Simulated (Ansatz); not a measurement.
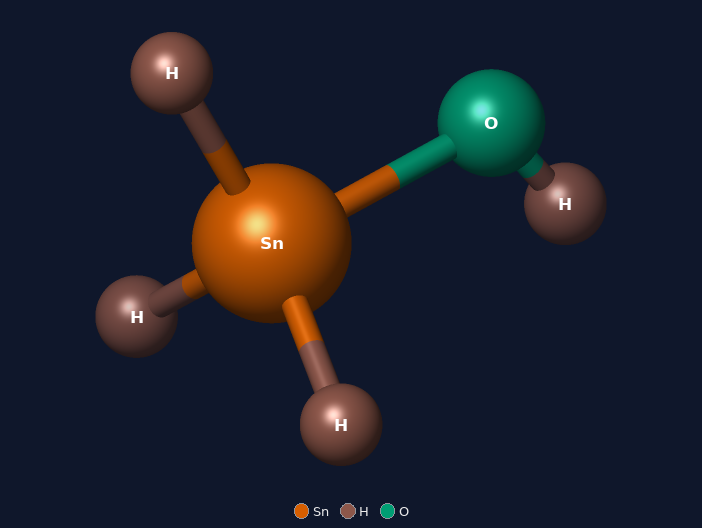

Ball-and-stick drawing of a structure. Every bond is drawn as one stick, whatever its order.

Question: Count the atoms of each element.

Answer: H4OSn, 6 atoms: 4 hydrogen, 1 oxygen and 1 tin.

Question: How many bonds of each kind are drawn?

Answer: 3 Sn–H, 1 O–Sn, 1 O–H. Sticks follow a distance rule.

The parts below concern this one geometry. Atoms keep their numbers from picture to picture. Computed geometry: PBE0-D4/def2-TZVP optimisation.

**Dipole moment**

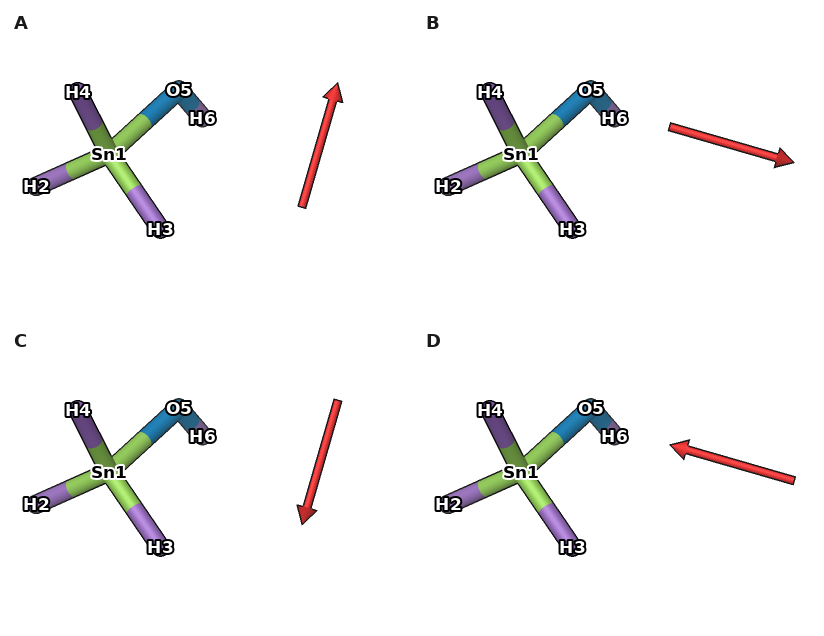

The same molecule four times, each with an arrow. Method: RKS PBE0-D4/def2-TZVP, core potentials on Sn (Ansatz 0.2.0).

Question: Which arrow points along the dipole moment, from the negative to the positive end?

Answer: C. The dipole moment is 1.72 D; it points from the side of O5 to the side of H2, H3 (the outermost atoms at the two ends).

**Electronic properties**

Properties computed with RKS PBE0-D4/def2-TZVPP, core potentials on Sn (Ansatz 0.2.0).

Question: Give the HOMO energy (Kohn–Sham orbital) at this level.

Answer: −8.21 eV.

Question: What is the HOMO–LUMO gap?

Answer: 7.67 eV.

**Vibrations**

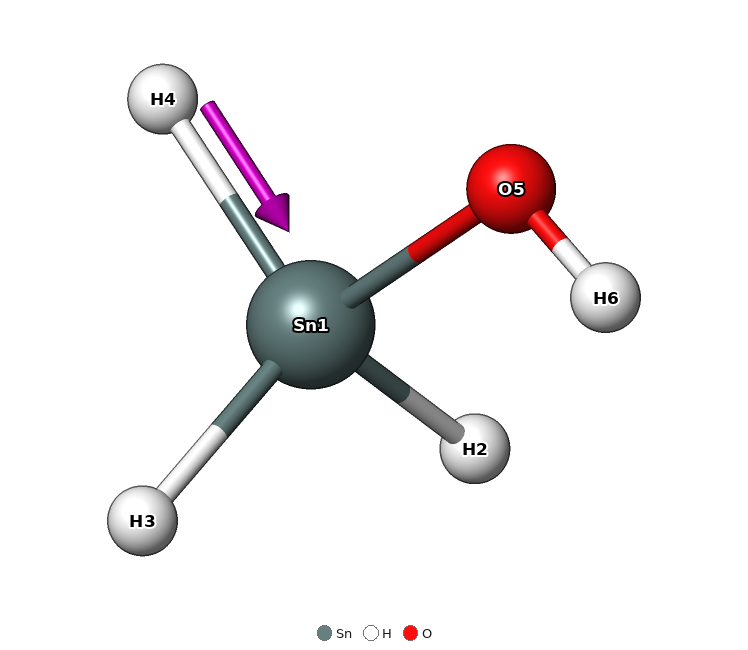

The arrows show one normal mode. Harmonic vibrations computed with RKS PBE0-D4/def2-TZVP, core potentials on Sn (Ansatz 0.2.0) at a stationary point of the same level.

Question: What kind of motion is it?

Answer: Mostly Sn–H stretching.

Question: At what wavenumber does it lie?

Answer: 1986 cm⁻¹; it is mode 11 of 12 counted from the lowest.

**Charges**

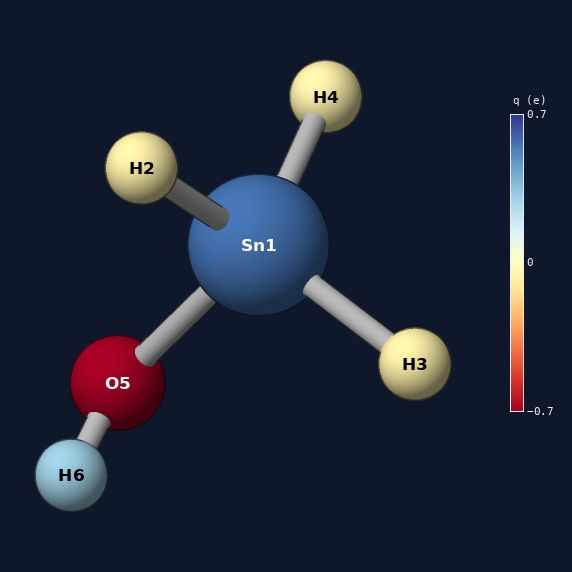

Atoms are coloured by their Mulliken charges. Properties computed with RKS PBE0-D4/def2-TZVP, core potentials on Sn (Ansatz 0.2.0).

Give the Mulliken charges atom by atom.

```json
{"atom": "Sn1", "value (e)": "0.56"}
{"atom": "H2", "value (e)": "−0.06"}
{"atom": "H3", "value (e)": "−0.06"}
{"atom": "H4", "value (e)": "−0.05"}
{"atom": "O5", "value (e)": "−0.69"}
{"atom": "H6", "value (e)": "0.31"}
```

Mulliken values depend strongly on the basis set and can even reverse the polarity of a bond.
